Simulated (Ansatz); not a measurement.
Run report: GeSiH5ClF2, geometry relaxation (part 2 of 2)

GeSiH5ClF2; RHF/def2-SVP (Ansatz 0.2.0). It belongs to a series of runs on one base structure; here: end point B relaxed.

Geometry of the input (Å):
```
Ge -0.4946  -0.0771  -0.4175
Cl -0.0291  1.2813  2.6897
F  0.7205  -1.0660  0.2939
H  0.1245  1.2769  -0.7200
F  -0.7591  -0.8359  -1.9457
Si -2.4851  -0.2709  0.7953
H  -3.5209  -0.8653  -0.0750
H  -2.2485  -1.1496  1.9639
H  -2.9051  1.0681  1.2685
H  -1.0905  0.5325  2.9286
```

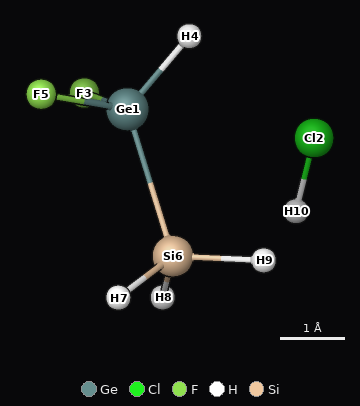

Figure 1. The geometry at step 5 of the log (ball-and-stick view, seen at a tilt; atoms are numbered from 1 in the order of the input).

Output, continued:
```
relax step  29: F+E_penalty+E_count = -82314.54330286 eV  Δ(F+E_penalty+E_count) = -1.299e-3 eV  max|allowed force component| = 8.522e-2 eV/Å  Δτ_max = 0.0732 Å  (33 SCF iters, accepted)
relax step  30: F+E_penalty+E_count = -82314.54375278 eV  Δ(F+E_penalty+E_count) = -4.499e-4 eV  max|allowed force component| = 1.032e-1 eV/Å  Δτ_max = 0.0331 Å  (34 SCF iters, accepted)
relax step  31: F+E_penalty+E_count = -82314.54531885 eV  Δ(F+E_penalty+E_count) = -1.566e-3 eV  max|allowed force component| = 1.161e-2 eV/Å  Δτ_max = 0.0330 Å  (36 SCF iters, accepted)
relax step  32: F+E_penalty+E_count = -82314.54591597 eV  Δ(F+E_penalty+E_count) = -5.971e-4 eV  max|allowed force component| = 1.046e-2 eV/Å  Δτ_max = 0.0473 Å  (34 SCF iters, accepted)
relax step  33: F+E_penalty+E_count = -82314.54617932 eV  Δ(F+E_penalty+E_count) = -2.634e-4 eV  max|allowed force component| = 5.896e-2 eV/Å  Δτ_max = 0.0784 Å  (33 SCF iters, accepted)
relax step  34: F+E_penalty+E_count = -82314.54649024 eV  Δ(F+E_penalty+E_count) = -3.109e-4 eV  max|allowed force component| = 3.180e-2 eV/Å  Δτ_max = 0.0105 Å  (35 SCF iters, accepted)
the calculation of the forces begins
reference -82314.54671603 eV, -3025.0037970102 hartree; 43, 43 occupied and 78, 78 virtual orbitals, 1236 factors
relax step  35: F+E_penalty+E_count = -82314.54671603 eV  Δ(F+E_penalty+E_count) = -2.258e-4 eV  max|allowed force component| = 1.577e-2 eV/Å  Δτ_max = 0.0222 Å  (36 SCF iters, accepted)
1236 factors; integrals over basis functions are off by at most 5.4e-4 eV
mean field evaluation 256: about -82314.5416 eV, gradient 2.0e-1 eV
mean field -82314.54671603 eV, -3025.0037970102 hartree, gradient 4.6e-5 eV, S^2 0.000000; 1 other end points of the search recorded, 0 dependent functions left out
the calculation of the forces begins
reference -82314.54671603 eV, -3025.0037970102 hartree; 43, 43 occupied and 78, 78 virtual orbitals, 1236 factors
Total energy: -82314.54671603 eV, -3025.0037970102 hartree
Atom 0 at    -0.597462    -0.068107    -0.386762 Å, force     0.015773    -0.003838    -0.003951 eV/Å
Atom 1 at    -0.300838     1.248400     3.267463 Å, force    -0.009388     0.007755     0.008549 eV/Å
Atom 2 at     0.627024    -0.490862     0.770552 Å, force    -0.007028    -0.000181    -0.008995 eV/Å
Atom 3 at    -0.121109     1.225049    -1.035037 Å, force    -0.003447    -0.000584    -0.000200 eV/Å
Atom 4 at    -0.426311    -1.303943    -1.573722 Å, force    -0.000448     0.005188     0.012180 eV/Å
Atom 5 at    -2.773767    -0.254077     0.627201 Å, force     0.000996     0.004554    -0.003559 eV/Å
Atom 6 at    -3.709406    -0.674440    -0.438152 Å, force    -0.001577    -0.000053     0.003546 eV/Å
Atom 7 at    -2.701562    -1.272824     1.692639 Å, force    -0.001442    -0.000664     0.001046 eV/Å
Atom 8 at    -3.168720     1.064080     1.161519 Å, force    -0.000406    -0.003004    -0.000152 eV/Å
Atom 9 at     0.484251     0.420623     2.695999 Å, force     0.006966    -0.009174    -0.008464 eV/Å
Dipole moment:    -0.392533     0.262456    -0.024396 e Å
```

Trajectory as extended XYZ (Å, eV, eV/Å), 10 of the 35 frames kept, from step=1 to step=35:
```
10
Properties=species:S:1:pos:R:3:forces:R:3 step=1 energy=-82314.18020
Ge   -0.4946   -0.0771   -0.4175    0.7381   0.0026  -0.5497
Cl   -0.0291    1.2813    2.6897   -1.1718  -0.7726   0.3872
F     0.7205   -1.0660    0.2939   -0.0131  -0.0140  -0.0380
H     0.1245    1.2769   -0.7200    0.0191   0.0055  -0.0059
F    -0.7591   -0.8359   -1.9457    0.0232   0.0166   0.0118
Si   -2.4851   -0.2709    0.7953   -0.9161  -0.1647   0.1522
H    -3.5209   -0.8653   -0.0750   -0.0244   0.0191   0.0221
H    -2.2485   -1.1496    1.9639    0.0072   0.0224   0.0233
H    -2.9051    1.0681    1.2685   -0.0494  -0.0452  -0.0255
H    -1.0905    0.5325    2.9286    1.3873   0.9303   0.0224
10
Properties=species:S:1:pos:R:3:forces:R:3 step=5 energy=-82314.40781
Ge   -0.5159   -0.1122   -0.5189   -0.0286   0.0106   0.1624
Cl   -0.0203    1.4635    2.8327   -0.0626  -0.0357   0.0453
F     0.6552   -1.1255    0.2320    0.0435  -0.0209  -0.0238
H     0.1350    1.2436   -0.7487    0.0177  -0.0047  -0.0332
F    -0.7162   -0.8344   -2.0700   -0.0035   0.0124  -0.0265
Si   -2.5868   -0.3113    0.6979   -0.0562   0.0358  -0.1216
H    -3.5670   -0.9444   -0.2145    0.0015  -0.0140   0.1069
H    -2.3574   -1.1380    1.9039    0.0015  -0.0311  -0.0474
H    -3.0653    1.0271    1.1083    0.0055   0.0056  -0.0416
H    -0.6491    0.6254    3.5591    0.0812   0.0421  -0.0205
10
Properties=species:S:1:pos:R:3:forces:R:3 step=9 energy=-82314.43601
Ge   -0.5257   -0.1035   -0.4804    0.0130  -0.0048  -0.0266
Cl   -0.1280    1.5197    2.8235   -0.0396  -0.0816   0.0911
F     0.6171   -1.1577    0.2624   -0.0143   0.0018   0.0084
H     0.1636    1.2398   -0.6720   -0.0085  -0.0003   0.0135
F    -0.6992   -0.7732   -2.0605    0.0020   0.0006   0.0067
Si   -2.6381   -0.3027    0.6592   -0.0163  -0.0189  -0.0050
H    -3.5650   -1.0534   -0.2151    0.0106   0.0060   0.0075
H    -2.4136   -1.0458    1.9189   -0.0094   0.0249  -0.0043
H    -3.1820    1.0432    0.9416    0.0077  -0.0086  -0.0081
H    -0.3170    0.5276    3.6042    0.0549   0.0808  -0.0834
10
Properties=species:S:1:pos:R:3:forces:R:3 step=12 energy=-82314.44375 accepted=F
Ge   -0.5422   -0.0885   -0.4405   -0.0034  -0.0247  -0.0665
Cl   -0.1917    1.5654    2.9178    0.1007  -0.9225   0.3568
F     0.5931   -1.0820    0.3979   -0.0356   0.0407   0.0086
H     0.1206    1.2639   -0.6601    0.0046  -0.0147   0.0087
F    -0.6350   -0.8294   -1.9970    0.0179   0.0202   0.0638
Si   -2.6915   -0.2924    0.6288    0.0069   0.0041   0.0198
H    -3.5804   -1.0784   -0.2534    0.0157   0.0074  -0.0010
H    -2.4932   -0.9958    1.9140   -0.0177   0.0070   0.0045
H    -3.2565    1.0551    0.8561    0.0013  -0.0057  -0.0076
H    -0.0112    0.3760    3.4181   -0.0902   0.8883  -0.3870
10
Properties=species:S:1:pos:R:3:forces:R:3 step=16 energy=-82314.46694
Ge   -0.5512   -0.0865   -0.4105    0.0695   0.0949  -0.0465
Cl   -0.2606    1.4946    2.9065    0.2230  -0.6813   0.2207
F     0.5983   -0.9952    0.5061   -0.0809   0.0329  -0.0119
H     0.0673    1.2804   -0.6679    0.0366  -0.0187  -0.0204
F    -0.5627   -0.8949   -1.9369   -0.0234   0.0254   0.1476
Si   -2.7162   -0.2664    0.6298   -0.0393  -0.1533  -0.0167
H    -3.5757   -1.0415   -0.2906   -0.0350   0.0101   0.0155
H    -2.5500   -0.9941    1.9060   -0.0126   0.0116  -0.0081
H    -3.2992    1.0715    0.8656    0.0634   0.0152  -0.0332
H     0.1620    0.3260    3.2737   -0.2013   0.6632  -0.2469
10
Properties=species:S:1:pos:R:3:forces:R:3 step=20 energy=-82314.52322
Ge   -0.5775   -0.0567   -0.3579   -0.0356  -0.0411   0.0388
Cl   -0.2883    1.3557    3.1058   -0.0225   0.0190  -0.0230
F     0.5609   -0.8318    0.6912    0.0242   0.0232   0.0532
H     0.0238    1.2949   -0.7054    0.0132   0.0470  -0.0276
F    -0.4939   -1.0087   -1.7914    0.0213   0.0012   0.0115
Si   -2.7761   -0.2706    0.5994   -0.0626  -0.0162   0.0144
H    -3.6193   -1.0081   -0.3652    0.0015   0.0140  -0.0188
H    -2.6712   -1.0233    1.8653    0.0213   0.0049  -0.0049
H    -3.3312    1.0795    0.8318    0.0087   0.0070   0.0047
H     0.4850    0.3631    2.9081    0.0304  -0.0591  -0.0484
10
Properties=species:S:1:pos:R:3:forces:R:3 step=24 energy=-82314.53551
Ge   -0.5910   -0.0496   -0.3330   -0.0371   0.0332  -0.0285
Cl   -0.2211    1.3388    3.0674    0.0230  -0.0481  -0.0090
F     0.5564   -0.7698    0.7466    0.0436  -0.0294   0.0435
H    -0.0140    1.3069   -0.7108   -0.0006   0.0069  -0.0206
F    -0.4663   -1.0368   -1.7399    0.0107   0.0017   0.0331
Si   -2.7967   -0.2725    0.6091    0.0049   0.0072   0.0101
H    -3.6404   -0.9792   -0.3770   -0.0102   0.0042  -0.0077
H    -2.6889   -1.0520    1.8581   -0.0057  -0.0068  -0.0026
H    -3.3365    1.0785    0.8713    0.0017  -0.0055   0.0038
H     0.5106    0.3295    2.7898   -0.0302   0.0366  -0.0222
10
Properties=species:S:1:pos:R:3:forces:R:3 step=27 energy=-82314.53849 accepted=F
Ge   -0.5825   -0.0611   -0.3334   -0.1381   0.0416  -0.0394
Cl   -0.2525    1.3271    3.1161   -0.0077  -0.0102  -0.0214
F     0.5989   -0.7104    0.7569    0.0346   0.0250   0.0567
H    -0.0451    1.2873   -0.7967    0.0381  -0.0415  -0.0118
F    -0.4717   -1.1310   -1.6803    0.0135   0.0463   0.0507
Si   -2.7844   -0.2591    0.6361    0.0776  -0.0846  -0.0362
H    -3.6312   -0.8566   -0.4176   -0.0617   0.0102   0.0195
H    -2.7031   -1.1516    1.8104   -0.0009   0.0117  -0.0170
H    -3.2892    1.0759    1.0131    0.0196   0.0185  -0.0109
H     0.4728    0.3732    2.6771    0.0250  -0.0170   0.0097
10
Properties=species:S:1:pos:R:3:forces:R:3 step=31 energy=-82314.54532
Ge   -0.5931   -0.0615   -0.3569   -0.0116  -0.0017  -0.0011
Cl   -0.2793    1.2862    3.1666    0.0022  -0.0013   0.0004
F     0.6062   -0.6034    0.7761    0.0032   0.0001  -0.0016
H    -0.0772    1.2615   -0.9050    0.0030   0.0097  -0.0049
F    -0.4411   -1.2092   -1.6313    0.0001  -0.0071   0.0026
Si   -2.7816   -0.2610    0.6311   -0.0020  -0.0010  -0.0034
H    -3.6914   -0.7695   -0.4180    0.0043   0.0020   0.0030
H    -2.6956   -1.2136    1.7555   -0.0014  -0.0016  -0.0032
H    -3.2249    1.0720    1.0861    0.0051  -0.0013   0.0019
H     0.4900    0.3924    2.6774   -0.0029   0.0021   0.0063
10
Properties=species:S:1:pos:R:3:forces:R:3 step=35 energy=-82314.54672
Ge   -0.5975   -0.0681   -0.3868    0.0158  -0.0038  -0.0040
Cl   -0.3008    1.2484    3.2675   -0.0094   0.0078   0.0085
F     0.6270   -0.4909    0.7706   -0.0070  -0.0002  -0.0090
H    -0.1211    1.2250   -1.0350   -0.0034  -0.0006  -0.0002
F    -0.4263   -1.3039   -1.5737   -0.0004   0.0052   0.0122
Si   -2.7738   -0.2541    0.6272    0.0010   0.0046  -0.0036
H    -3.7094   -0.6744   -0.4382   -0.0016  -0.0001   0.0035
H    -2.7016   -1.2728    1.6926   -0.0014  -0.0007   0.0010
H    -3.1687    1.0641    1.1615   -0.0004  -0.0030  -0.0002
H     0.4843    0.4206    2.6960    0.0070  -0.0092  -0.0085
```

Key numbers:

- outcome: converged
- total energy: −82314.5467 eV
- mean-field energy: −82314.5467 eV
- largest force (length of the vector) at the end: 0.017 eV/Å
- hardware: 2 threads of Arm Neoverse V2, 24 GiB of memory available, shared host
- wall time: 76 s (CPU time 2.4 min)
- peak memory: 0.3 GiB
